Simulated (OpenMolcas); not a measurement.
## A ladder of methods for B2 (SMILES B#B)

B2: 2 atoms, total charge 0, spin state triplet. As SMILES, `B#B`. Geometry: relaxed at GFN2-xTB.

```xyz
2

B     0.0000    0.0000    0.0000
B     0.0000    0.0000    1.4051
```

Quantity: the vertical ionisation energy (to the doublet cation), in eV. The values are calculated.

```csv
level,kind,program,value (eV),less FCI/pcseg-0
ROHF/pcseg-0,Hartree–Fock,OpenMolcas,9.86,-0.02
USVWN5/pcseg-0,LDA,OpenMolcas,10.80,+0.92
UB3LYP/pcseg-0,global hybrid,OpenMolcas,10.59,+0.71
UM06-2X/pcseg-0,hybrid meta-GGA,OpenMolcas,10.56,+0.68
UPBE0/pcseg-0,global hybrid,OpenMolcas,10.69,+0.81
"CASPT2(6,8)/pcseg-0",multireference,OpenMolcas,9.80,-0.08
"CASSCF(6,8)/pcseg-0",multireference,OpenMolcas,9.54,-0.34
FCI/3-21G,exact in the basis,OpenMolcas,9.84,-0.04
FCI/pcseg-0,exact in the basis,OpenMolcas,9.88,0.00
```

FCI/pcseg-0 is exact within its basis and frozen core, so for wave-function methods in that basis the difference is their error; functionals converge differently with the basis, so for them it is only a difference. The values span 9.54 to 10.80 eV. Spin contamination of the reference (⟨S²⟩ at least 0.1 too high) touches USVWN5/pcseg-0. All rows use very small basis sets, so even the best lies far from the true value.

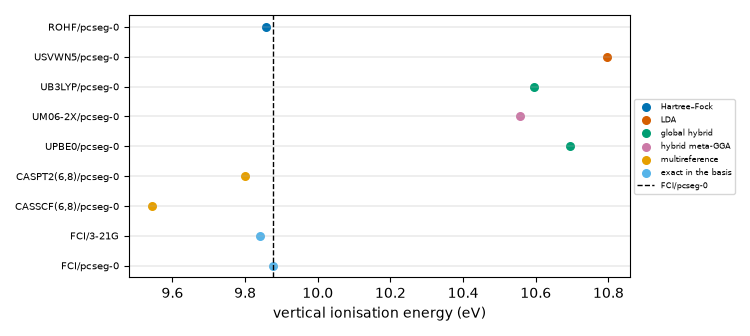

The values of the table, level by level.
